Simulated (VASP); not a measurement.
Band structure of NaH (relaxed from the CsCl type structure, space group Pm-3m). Method: PBEsol GGA, VASP's PBE PAW potentials (set 64) (plane waves; VASP 6.6.1).

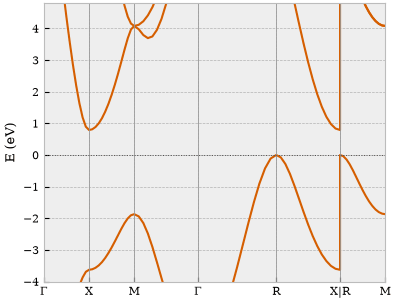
Figure: Bands along high-symmetry lines, zero at the valence-band maximum or, without a gap, the Fermi level

**Question.** Read the plot: is there a gap, and where are the band edges?

**Answer.** The gap is indirect, 0.79 eV, from the valence maximum at R to the conduction minimum at X. (Edges off the drawn lines would not show.)

The structure was generated: NaH was put into the CsCl type type (Pm-3m), which need not be its known phase. It was relaxed first, which changed the volume by +48 %.
